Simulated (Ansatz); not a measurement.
## Electronic structure of CH$_{6}$FSi$_{2}$ (SMILES C[Si+](F)[SiH3]) (charge +1) in real space

Input file:

```
crystal:
  periodic: [false, false, false]
  atoms:
    - symbol: C
      position_ang: [0.975463, 1.095097, 0.826334]
    - symbol: F
      position_ang: [1.539650, -1.177604, -0.810777]
    - symbol: Si
      position_ang: [0.539210, -0.597696, 0.289487]
    - symbol: Si
      position_ang: [-1.172528, -2.136069, 0.904639]
    - symbol: H
      position_ang: [1.462591, 1.655512, 0.010841]
    - symbol: H
      position_ang: [0.093957, 1.637917, 1.204347]
    - symbol: H
      position_ang: [1.703661, 1.009350, 1.658475]
    - symbol: H
      position_ang: [-1.904268, -1.458300, 1.999335]
    - symbol: H
      position_ang: [-0.403901, -3.339484, 1.305149]
    - symbol: H
      position_ang: [-1.935310, -2.285695, -0.359480]
basis:
  gaussian: {orbitals: def2-TZVPD}
total_charge: 1
hamiltonian: {xc: pbe0}
output: {forces: true, orbitals: {seedname: orbitals}}
```

Launched as:

```sh
ansatz run input.yaml --threads 2 --pin off --max-ram 4350MiB --events-out events.jsonl --progress --plain --runs-dir runs
```

Geometry: B3LYP-D3(BJ)/def2-SVP.

The calculation used Ansatz, isolated molecule in a Gaussian basis; Kohn-Sham density functional theory, functional PBE0.

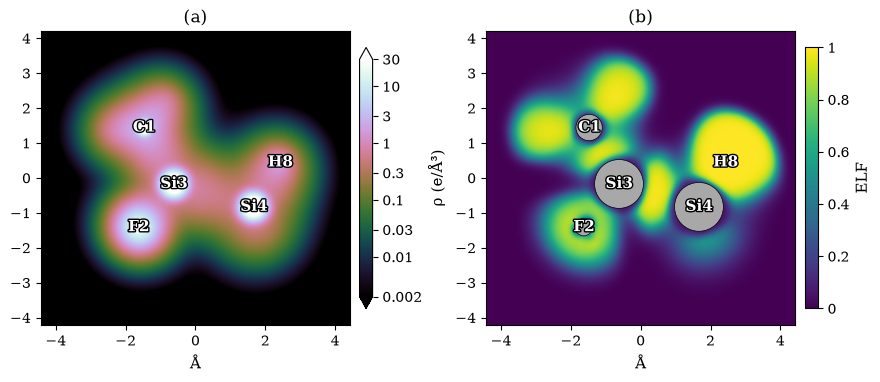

Figure 1. (a) total electron density; (b) ELF on the plane of atoms F2, Si3 and Si4. Grey discs cover the atomic cores in the ELF map.

What do the fields say about this system?

- Atoms in the plane: C, F, Si and H.
- Si–F (1.60 Å): ρ at the midpoint is about 1.2 e/Å³; the ELF peaks at about 0.85 in the valence shell of F, 0.6 Å from its nucleus, and is about 0.50 at the midpoint.
- C–Si (1.83 Å): ρ at the midpoint is about 1 e/Å³; the ELF peaks at about 0.95 between the atoms (localised, covalent bonding).
- Si–Si (2.38 Å): the density is about 0.59 e/Å³ at the midpoint; the ELF peaks at about 1 between the atoms, as expected for a covalent bond.
- Si–H (1.48 Å): ρ at the midpoint is about 0.83 e/Å³; the ELF climbs to about 1 towards the hydrogen, as it does in any bond to H.
- The ELF also peaks beside F2, away from the bonds: lone-pair regions.

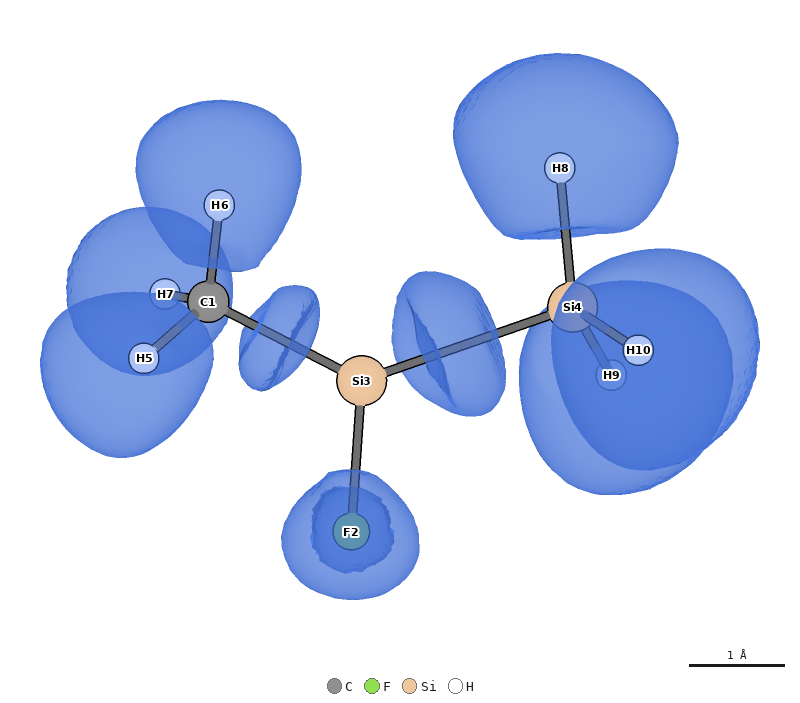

Figure 2. Isosurface of the ELF at 0.8 (blue), seen across its widest extent. Core shells and regions of very low density are left out.

Where are the electrons localised?

At this value the surface marks out one region between bonded C–Si atoms (shared pairs), one region between bonded Si–Si atoms (shared pairs), six regions around hydrogen nuclei and one region wrapped around F (its lone pairs, merged into a ring or cap).

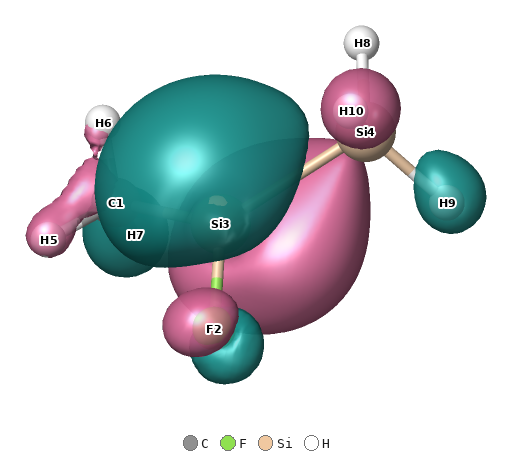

Figure 3. The LUMO at ±0.1 Å⁻³ᐟ² (teal and pink are the two phases), seen at a tilt.

Where does this orbital lie, and at what energy?

It lies mainly on Si3 (about 65 %), F2 (about 5 %) and C1 (about 5 %). Its energy is −8.19 eV.
